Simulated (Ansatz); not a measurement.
# Phonons of C (Fd-3m, 2 atoms in the cell) against volume

Wanted: Grüneisen parameters and pressure coefficients of the modes of C (Fd-3m, 2 atoms in the cell).

Method: DFT PBE, scalar-relativistic, plane waves, PAW; PAW set soft_1, in Ansatz 0.2.0.

### 1. Set-up

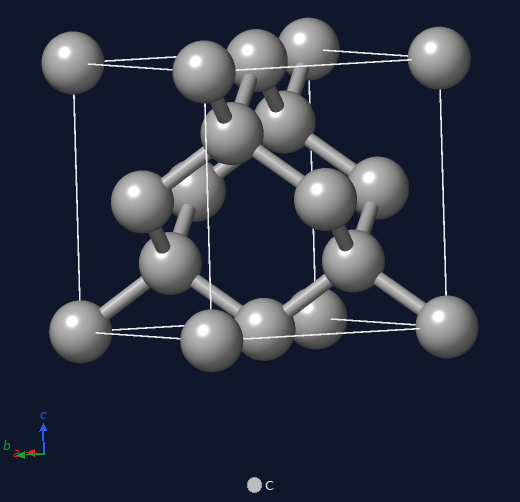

The cell as given, from a free direction (carbon light grey). This picture shows the conventional cell, with its axes. Bonds to atoms that aren't drawn are left out. Some periodic images of atoms are drawn too.

### 2. Bringing the structure to rest

The cell and atoms are relaxed, since residual forces and stress would shift the frequencies.

input.yaml

```yaml
crystal:
  lattice:
    - [0.0, 1.78337, 1.78337]
    - [1.78337, 0.0, 1.78337]
    - [1.78337, 1.78337, 0.0]
  atoms:
    - { symbol: C, position: [0.5, 0.5, 0.5] }
    - { symbol: C, position: [0.75, 0.75, 0.75] }
kpoints:
  mp_grid: { grid: [12, 12, 12] }
hamiltonian:
  xc: pbe
  pseudopotentials: { kind: paw, azcp: { folder: soft_1 } }
scf:
  occupations: { method: gaussian, width: 0.02 }
output:
  forces: true
  stress: true
  eigenvalues: true
relax:
  adjacent_minimum: "off"
  f_tol: 0.005
  max_steps: 80
  cell: { stress_tol: 0.05 }
```

Launch:

```console
$ ansatz run input.yaml --threads 4 --pin off --max-ram 10240MiB --backend cpu --events-out ev --progress --plain --runs-dir out
```

Numbers of over 12 decimals in the logs are rounded to 6 here.

The program printed:

```text
Engine: ansatz 0.2.0, x86_64-unknown-linux-gnu
Pseudopotentials: kind: paw
Pseudopotential: C, paw, valence charge 4, recommended cutoff 420 eV (normal), soft_1/C.paw.azcp
Functional definition: PBE
  parameter kappa = 0.804
  parameter beta = 0.066725
  exchange = pbe_x(kappa = kappa, mu = beta*pi^2/3)
  correlation = pbe_c(beta = beta)
Crystal: 2 atoms, lattice volume = 11.344 Å³
Basis set: ecut = 420 eV, 229 PW (Γ), exchange–correlation on 36×36×36 points (8 copies of the dense FFT grid, shifted against one another)
Bands: 8, of which v1, the nominal top of the filled ones, is band 4 counted from 1 (3 counted from 0)
Symmetry: 48 space group operations
Space group: Fd-3m (ITA 227), of the structure as read, at distance tolerance 2.2e-5 Å
k-points: 72 of 1728
Non-local potential: C, projectors of the file, l = 0: 2, l = 1: 2, l = 2: 1
PAW form: soft (Blöchl's): semilocal exchange-correlation on the pseudo side does not see the compensation charge
PAW one-centre angular grid: C, 110 points (default); XC on 64 Gauss nodes
Initial density: superposition of atomic densities (chi_scale 0.1, normalization cell)
Initial wavefunctions: pseudopotential atomic-orbital guess
Functional: x = pbe(κ = 0.804, μ = 0.219515), c = pbe(β = 0.066725)
SCF iter   1: F=—  HF=-502.168200 eV  |F-HF|=—  |Δ(HF+E_count)|=         —  Δρ=1.39e-1  dr2=1.54e0  ethr=3.10e-3  ⟨swp⟩=4.8  Hψ=3719  notcnv=0
preconditioner: auto → none  [insulator: Δε(μ)=4.800 eV  Ē_g=19.616 eV  σ=0.020 eV  W_gap=1.00  n_scr=0 (ndim 8)  ℏωp=31.2 eV  f_vac=0.000  D(μ)=0.00/eV (n_scr^D=0)  ε∞_Penn≈3.5]
SCF iter   2: F=—  HF=-501.688599 eV  |F-HF|=—  |Δ(HF+E_count)|=   4.80e-1  Δρ=6.03e-2  dr2=2.77e-1  ethr=3.10e-3  ⟨swp⟩=2.9  Hψ=1673  notcnv=0
SCF iter   3: F=—  HF=-501.613944 eV  |F-HF|=—  |Δ(HF+E_count)|=   7.47e-2  Δρ=3.95e-3  dr2=6.55e-4  ethr=3.10e-3  ⟨swp⟩=3.0  Hψ=1152  notcnv=0
SCF iter   4: F=—  HF=-501.614529 eV  |F-HF|=—  |Δ(HF+E_count)|=   5.86e-4  Δρ=3.06e-4  dr2=3.27e-6  ethr=8.19e-6  ⟨swp⟩=2.2  Hψ=1127  notcnv=0
SCF iter   5: F=—  HF=-501.614533 eV  |F-HF|=—  |Δ(HF+E_count)|=   3.36e-6  Δρ=2.73e-5  dr2=2.50e-8  ethr=4.08e-8  ⟨swp⟩=2.1  Hψ=811  notcnv=0
SCF iter   6: F=-501.614533 eV  HF=-501.614533 eV  |F-HF|=5.23e-12  |Δ(HF+E_count)|=   5.99e-8  Δρ=7.92e-7  dr2=4.64e-11  ethr=3.12e-10  ⟨swp⟩=2.0  Hψ=2002  notcnv=0
SCF 1 converged in 6 iterations: F = -501.614533 eV  dr2 = 4.64e-11
  greatest PAW one-centre occupation: 0.646 electrons in one spin orbital (limit 2), on the C atom at site 1 (counted from 0), in its partial waves of l = 0
relax step   1: F+E_penalty+E_count = -501.61453280 eV  Δ(F+E_penalty+E_count) = +0.000e0 eV  max|allowed force component| = 1.850e-17 eV/Å  Δτ_max = 0.0000 Å  P = +1.794 GPa  Ω = 11.344 Å³  (6 SCF iters, dr2 threshold 1.00e-7 eV, accepted)
Crystal: 2 atoms, lattice volume = 11.372 Å³
Initial density: handed on by an earlier stage of this run
Initial wavefunctions: those handed on with the density
iter 1 solved again at ethr=4.54e-7 eV; its pass at ethr=3.10e-3 eV (dr2=3.63e-5 eV) is discarded
SCF iter   1: F=—  HF=-501.614658 eV  |F-HF|=—  |Δ(HF+E_count)|=         —  Δρ=5.99e-4  dr2=3.55e-5  ethr=4.54e-7  ⟨swp⟩=1.0  Hψ=3969  notcnv=0
preconditioner: auto → none  [insulator: Δε(μ)=4.152 eV  Ē_g=19.588 eV  σ=0.020 eV  W_gap=1.00  n_scr=0 (ndim 8)  ℏωp=31.1 eV  f_vac=0.000  D(μ)=0.00/eV (n_scr^D=0)  ε∞_Penn≈3.5]
SCF iter   2: F=—  HF=-501.614648 eV  |F-HF|=—  |Δ(HF+E_count)|=   9.68e-6  Δρ=2.48e-4  dr2=6.26e-6  ethr=4.43e-7  ⟨swp⟩=1.0  Hψ=576  notcnv=0
iter 3 did not close the SCF: its close was put off for the readings that it lacked (scf_convergence_deferred on its scf_iter line)
SCF iter   3: F=-501.614647 eV  HF=-501.614647 eV  |F-HF|=2.49e-8  |Δ(HF+E_count)|=   1.60e-6  Δρ=2.10e-5  dr2=2.85e-8  ethr=7.83e-8  ⟨swp⟩=2.0  Hψ=864  notcnv=0
iter 4 did not close the SCF: its close was put off for the readings that it lacked (scf_convergence_deferred on its scf_iter line)
SCF iter   4: F=-501.614647 eV  HF=-501.614647 eV  |F-HF|=5.83e-10  |Δ(HF+E_count)|=   2.80e-8  Δρ=3.70e-6  dr2=1.27e-9  ethr=3.56e-10  ⟨swp⟩=2.4  Hψ=843  notcnv=0
iter 5 did not close the SCF: its close was put off for the readings that it lacked (scf_convergence_deferred on its scf_iter line)
SCF iter   5: F=-501.614647 eV  HF=-501.614647 eV  |F-HF|=1.99e-12  |Δ(HF+E_count)|=  4.32e-10  Δρ=2.72e-7  dr2=5.75e-12  ethr=1.59e-11  ⟨swp⟩=2.1  Hψ=865  notcnv=0
SCF iter   6: F=-501.614647 eV  HF=-501.614647 eV  |F-HF|=1.14e-13  |Δ(HF+E_count)|=  1.42e-12  Δρ=1.60e-8  dr2=1.89e-14  ethr=1.00e-12  ⟨swp⟩=1.0  Hψ=1440  notcnv=0
SCF 2 converged in 6 iterations: F = -501.614647 eV  dr2 = 1.89e-14
relax step   2: F+E_penalty+E_count = -501.61464673 eV  Δ(F+E_penalty+E_count) = -1.139e-4 eV  max|allowed force component| = 1.850e-16 eV/Å  Δτ_max = 0.0000 Å  P = +0.701 GPa  Ω = 11.372 Å³  energy of the carried Pulay correction = -1.034e-4 eV  (6 SCF iters, dr2 threshold 2.00e-7 eV, accepted)
Crystal: 2 atoms, lattice volume = 11.390 Å³
iter 1 solved again at ethr=1.87e-7 eV; its pass at ethr=3.10e-3 eV (dr2=1.50e-5 eV) is discarded
SCF iter   1: F=—  HF=-501.614624 eV  |F-HF|=—  |Δ(HF+E_count)|=         —  Δρ=3.84e-4  dr2=1.46e-5  ethr=1.87e-7  ⟨swp⟩=1.0  Hψ=3974  notcnv=0
preconditioner: auto → none  [insulator: Δε(μ)=4.149 eV  Ē_g=19.565 eV  σ=0.020 eV  W_gap=1.00  n_scr=0 (ndim 8)  ℏωp=31.1 eV  f_vac=0.000  D(μ)=0.00/eV (n_scr^D=0)  ε∞_Penn≈3.5]
SCF iter   2: F=—  HF=-501.614620 eV  |F-HF|=—  |Δ(HF+E_count)|=   4.05e-6  Δρ=1.59e-4  dr2=2.58e-6  ethr=1.83e-7  ⟨swp⟩=1.0  Hψ=578  notcnv=0
iter 3 did not close the SCF: its close was put off for the readings that it lacked (scf_convergence_deferred on its scf_iter line)
SCF iter   3: F=-501.614620 eV  HF=-501.614620 eV  |F-HF|=1.03e-8  |Δ(HF+E_count)|=   6.61e-7  Δρ=1.35e-5  dr2=1.17e-8  ethr=3.23e-8  ⟨swp⟩=2.0  Hψ=864  notcnv=0
iter 4 did not close the SCF: its close was put off for the readings that it lacked (scf_convergence_deferred on its scf_iter line)
SCF iter   4: F=-501.614620 eV  HF=-501.614620 eV  |F-HF|=2.35e-10  |Δ(HF+E_count)|=   1.16e-8  Δρ=2.34e-6  dr2=5.11e-10  ethr=1.46e-10  ⟨swp⟩=2.4  Hψ=845  notcnv=0
iter 5 did not close the SCF: its close was put off for the readings that it lacked (scf_convergence_deferred on its scf_iter line)
SCF iter   5: F=-501.614620 eV  HF=-501.614620 eV  |F-HF|=1.02e-12  |Δ(HF+E_count)|=  1.74e-10  Δρ=1.72e-7  dr2=2.28e-12  ethr=6.39e-12  ⟨swp⟩=2.1  Hψ=865  notcnv=0
SCF iter   6: F=-501.614620 eV  HF=-501.614620 eV  |F-HF|=2.84e-13  |Δ(HF+E_count)|=  9.09e-13  Δρ=9.94e-9  dr2=7.24e-15  ethr=1.00e-12  ⟨swp⟩=1.0  Hψ=1440  notcnv=0
SCF 3 converged in 6 iterations: F = -501.614620 eV  dr2 = 7.24e-15
relax step   3: F+E_penalty+E_count = -501.61461977 eV  Δ(F+E_penalty+E_count) = +2.696e-5 eV  max|allowed force component| = 1.897e-16 eV/Å  Δτ_max = 0.0000 Å  P = +0.004 GPa  Ω = 11.390 Å³  energy of the carried Pulay correction = -1.699e-4 eV  (6 SCF iters, dr2 threshold 2.00e-7 eV, accepted)
Initial wavefunctions: pseudopotential atomic-orbital guess (no wavefunctions were taken with the density)
iter 1 solved again at ethr=2.20e-8 eV; its pass at ethr=3.10e-3 eV (dr2=1.76e-6 eV) is discarded
SCF iter   1: F=—  HF=-501.614735 eV  |F-HF|=—  |Δ(HF+E_count)|=         —  Δρ=1.53e-5  dr2=3.31e-9  ethr=2.20e-8  ⟨swp⟩=3.3  Hψ=5488  notcnv=0
preconditioner: auto → none  [insulator: Δε(μ)=4.151 eV  Ē_g=19.565 eV  σ=0.020 eV  W_gap=1.00  n_scr=0 (ndim 8)  ℏωp=31.1 eV  f_vac=0.000  D(μ)=0.00/eV (n_scr^D=0)  ε∞_Penn≈3.5]
SCF iter   2: F=—  HF=-501.614735 eV  |F-HF|=—  |Δ(HF+E_count)|=   5.77e-7  Δρ=7.76e-6  dr2=7.97e-10  ethr=4.14e-11  ⟨swp⟩=2.2  Hψ=853  notcnv=0
iter 3 did not close the SCF: its close was put off for the readings that it lacked (scf_convergence_deferred on its scf_iter line)
SCF iter   3: F=-501.614735 eV  HF=-501.614735 eV  |F-HF|=5.06e-12  |Δ(HF+E_count)|=   3.07e-9  Δρ=3.02e-7  dr2=1.71e-12  ethr=9.96e-12  ⟨swp⟩=2.0  Hψ=863  notcnv=0
iter 4 did not close the SCF: its close was put off for the readings that it lacked (scf_convergence_deferred on its scf_iter line)
SCF iter   4: F=-501.614735 eV  HF=-501.614735 eV  |F-HF|=1.14e-13  |Δ(HF+E_count)|=  5.46e-12  Δρ=1.80e-8  dr2=8.06e-15  ethr=1.00e-12  ⟨swp⟩=1.0  Hψ=576  notcnv=0
iter 5 did not close the SCF: its close was put off for the readings that it lacked (scf_convergence_deferred on its scf_iter line)
SCF iter   5: F=-501.614735 eV  HF=-501.614735 eV  |F-HF|=0.00e0  |Δ(HF+E_count)|=  1.14e-13  Δρ=1.55e-9  dr2=1.69e-16  ethr=1.00e-12  ⟨swp⟩=1.0  Hψ=576  notcnv=0
iter 6 did not close the SCF: its close was put off for the readings that it lacked (scf_convergence_deferred on its scf_iter line)
SCF iter   6: F=-501.614735 eV  HF=-501.614735 eV  |F-HF|=3.41e-13  |Δ(HF+E_count)|=  5.68e-14  Δρ=2.26e-10  dr2=1.80e-18  ethr=1.00e-12  ⟨swp⟩=1.0  Hψ=576  notcnv=0
SCF iter   7: F=-501.614735 eV  HF=-501.614735 eV  |F-HF|=5.68e-14  |Δ(HF+E_count)|=    0.00e0  Δρ=7.09e-11  dr2=4.87e-19  ethr=1.00e-12  ⟨swp⟩=1.3  Hψ=1468  notcnv=0
SCF 4 converged in 7 iterations: F = -501.614735 eV  dr2 = 4.87e-19
relax step   4: F+E_penalty+E_count = -501.61473483 eV  Δ(F+E_penalty+E_count) = -1.151e-4 eV  max|allowed force component| = 2.012e-16 eV/Å  Δτ_max = 0.0000 Å  P = +0.030 GPa  Ω = 11.390 Å³  stress off target by 2.96e-2 GPa  SCF on the basis re-selected at this cell (its energy is not comparable with the rows above)  (7 SCF iters)
basis re-selected at this cell: Δ(F+E_penalty+E_count) = -1.151e-4 eV, ΔP = +0.026 GPa vs the last step (what re-selecting the basis moved, of the pressure what is left beyond the Pulay correction that the steps carried, after the strain that the cell walked since its last selection, with what the two solves' SCF thresholds leave and, on support functions, any second-order correction that the steps lacked; it is no m [...]
SCF converged after 7 iterations
Free energy (F): -501.614735 eV
Harris-Foulkes:  -501.614735 eV  (|F-HF|=5.68e-14)
Internal energy: -501.614735 eV  (E = F + TS)
E sigma→0 (E₀):  -501.614735 eV
Fermi energy:    15.349756 eV
--- Per-component energies (eV) ---
  E_band       = 34.549471
  E_kinetic    = 179.502065
  E_local      = -110.698283  (includes V_loc(G=0)·N_el)
  E_nonlocal   = 45.794465
  E_hartree    = 26.520597
  E_xc         = -95.356061
  E_vxc        = -117.762768  (∫ρ·V_xc dr)
  E_paw        = -199.884582  (= ΣΔE_a)
  E_vpaw       = -15.327245  (= ΣTr[D̂ρ^β])
  E_aug_tail   = 0.000043  (compensation charges beyond the density's cutoff)
  E_ewald      = -347.492979
  E_smearing   = -0.000000  (= −TS)
  E_closure    = -0.000000  (closes the sum)
  Σ components = -501.614735   (vs F -501.614735, Δ=0.00e0)
--- Forces (eV/Å), atoms counted from 1 ---
  atom   1  C      0.00000000    -0.00000000    -0.00000000
  atom   2  C      0.00000000     0.00000000     0.00000000
  max |Σ_I F_I| component: 9.25e-17 eV/Å
--- Stress (GPa, compression-positive) ---
        0.029574       0.000000      -0.000000
        0.000000       0.029574      -0.000000
       -0.000000      -0.000000       0.029574
  P = ⅓ Tr σ = 0.0296 GPa (0.296 kbar)
--- Band table (eV; the first three rows and the last of 72) ---
  k-point 0: bands = ["-8.1591", "13.2742", "13.2742", "13.2742", "18.8552", "18.8552", "18.8552", "26.4328"]
  k-point 1: bands = ["-7.9673", "12.0515", "12.9523", "12.9523", "19.2754", "19.2754", "19.5631", "26.6028"]
  k-point 2: bands = ["-7.3941", "9.5279", "12.2531", "12.2531", "20.1894", "20.1894", "20.6355", "27.0944"]
  k-point 71: bands = ["1.3166", "1.3166", "4.9803", "4.9803", "23.8762", "23.8762", "25.5127", "25.5127"]
--- Relaxed structure (3 steps of the walk, 3 accepted, 1 SCFs on fresh bases) ---
  F+E_penalty+E_count = -501.61473483 eV   max|allowed force component| = 2.012e-16 eV/Å   (the final SCF, on the basis selected at the relaxed cell)
  cell:  # Å, volume = 11.3896 Å³
    - [0, 1.785774, 1.785774]
    - [1.785774, 0, 1.785774]
    - [1.785774, 1.785774, 0]
  atoms:
    - { symbol: C, position: [0.500000, 0.500000, 0.500000] }
    - { symbol: C, position: [0.750000, 0.750000, 0.750000] }
```

It took 0.88 s on 4 threads of AMD EPYC 7B13 (Zen 3), shared host; peak memory 0.32 GiB; 2.5 s of CPU time.

Step by step:

| step | energy less that of the first step (eV) | largest force component (eV/Å) | pressure (GPa) | volume (Å³) |
| --- | --- | --- | --- | --- |
| 1 | 0.0000 | 0.0000 | 1.79 | 11.34 |
| 2 | -0.0001 | 0.0000 | 0.70 | 11.37 |
| 3 | -0.0001 | 0.0000 | 0.00 | 11.39 |
| 4* | -0.0002 | 0.0000 | 0.03 | 11.39 |

Relaxation steps marked * repeat the geometry before them on a plane-wave basis chosen anew for their cell, so energy and pressure can jump there.

Forces are held to the 48 operations that the run works with; a distortion that breaks them can't arise in this run.

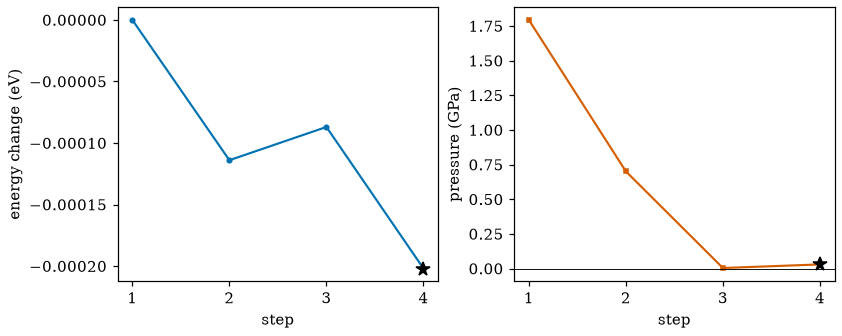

Energy and pressure along the relaxation. Stars mark steps on a basis chosen anew.

| conventional cell, symmetrised | before | after | change |
| --- | --- | --- | --- |
| a (Å) | 3.567 | 3.572 | +0.1 % |
| b (Å) | 3.567 | 3.572 | +0.1 % |
| c (Å) | 3.567 | 3.572 | +0.1 % |
| volume (Å³/atom) | 5.67 | 5.69 | +0.4 % |

Final coordinates:

```
C
1.0
     0.00000    1.78577    1.78577
     1.78577    0.00000    1.78577
     1.78577    1.78577    0.00000
C
2
Direct
  0.50000 0.50000 0.50000
  0.75000 0.75000 0.75000
```

Numbers from this step:

| Property | Result |
| --- | --- |
| pressure | 0.02957 GPa |
| gap on the k-mesh | 4.151 eV |
| volume per atom | 5.695 Å³ |

In this step the volume went from 5.67 to 5.69 Å³/atom.

### 3. Tight relaxation

Phonons need small forces and stress, so the relaxation is finished with tight tolerances on 12×12×12 k points.

input.yaml, the sections that differ from step 2:

```yaml
crystal:
  lattice:
    - [0.0, 1.7857737992, 1.7857737992]
    - [1.7857737992, 0.0, 1.7857737992]
    - [1.7857737992, 1.7857737992, 0.0]
  atoms:
    - { symbol: C, position: [0.5, 0.5, 0.5] }
    - { symbol: C, position: [0.75, 0.75, 0.75] }
scf:
  occupations: { method: fixed }
relax:
  adjacent_minimum: "off"
  f_tol: 0.001
  max_steps: 60
  cell: { stress_tol: 0.01 }
# kpoints, hamiltonian, output: as in step 2
```

The program printed:

```text
[...]
Crystal: 2 atoms, lattice volume = 11.390 Å³
Basis set: ecut = 420 eV, 229 PW (Γ), exchange–correlation on 36×36×36 points (8 copies of the dense FFT grid, shifted against one another)
Bands: 8, of which v1, the nominal top of the filled ones, is band 4 counted from 1 (3 counted from 0)
Symmetry: 48 space group operations
[...]
k-points: 72 of 1728
[...]
P = ⅓ Tr σ = -0.0002 GPa (-0.002 kbar)
--- Band table (eV; the first three rows and the last of 72) ---
[...]
--- Relaxed structure (3 steps of the walk, 3 accepted, 1 SCFs on fresh bases) ---
[...]
cell:  # Å, volume = 11.3904 Å³
    - [0, 1.785815, 1.785815]
    - [1.785815, 0, 1.785815]
    - [1.785815, 1.785815, 0]
  atoms:
    - { symbol: C, position: [0.5, 0.5, 0.5] }
    - { symbol: C, position: [0.750000, 0.750000, 0.750000] }
[key lines of the parts left out:]
SCF converged after 3 iterations
Free energy (F): -501.614732 eV
Fermi energy:    13.272969 eV
```

It took 0.73 s on 4 threads; peak memory 0.31 GiB; 2.1 s of CPU time.

Little changed from the start: no atom moved by 0.005 Å and no cell edge by 0.1 %.

Numbers from this step:

* pressure: -1.69e-4 GPa

The forces vanish by symmetry and the pressure is 0.000 GPa, within the tolerances set. The cell now holds 5.70 Å³/atom.

(Part 1 of 3 ends here.)

[Logs are printed without paths, hosts, clocks, repeated set-up lines and the standing remarks that a program may print on its own settings, such as how far it seeks lower states.]

[Hosts, paths, dates, database ids (printed as entryN), source tags and the programs' standing remarks are cut or masked in the printed files.]
